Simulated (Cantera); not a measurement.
Feed: 1 mol Pb, 2.7 mol H₂, equilibrated at 0.133 bar.

Equilibrium computed with Cantera from the NASA thermochemical tables; the gas is ideal and each condensed phase is pure. Candidate condensed phases: Pb; 4 gas species. Equilibrium is a limit: real reactors are often held back by kinetics, nucleation or transport.

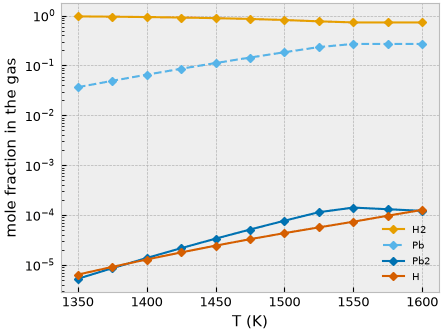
Equilibrium gas composition (values under 1e-9 drawn at 1e-9)

Problem. Read off the mole fractions at 1350 K.

Solution. H₂ about 0.96, Pb about 0.037, H about 6.4e-6, Pb₂ about 5.3e-6.
